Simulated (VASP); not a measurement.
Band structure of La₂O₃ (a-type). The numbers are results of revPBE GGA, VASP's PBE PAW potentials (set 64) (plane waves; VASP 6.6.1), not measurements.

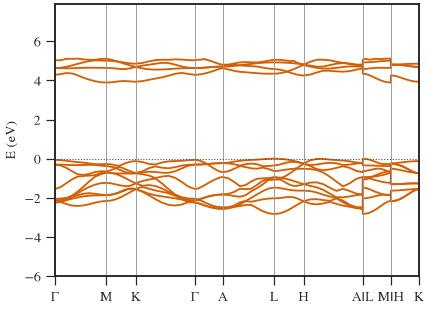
Figure: Bands along high-symmetry lines, zero at the valence-band maximum or, without a gap, the Fermi level

### Question
Read the plot: is there a gap, and where are the band edges?

### Answer
The gap is indirect, 3.89 eV, from the valence maximum at L to the conduction minimum at M. (Edges off the drawn lines would not show.)

The compound is La2O3 in the a-type structure. It was relaxed first.
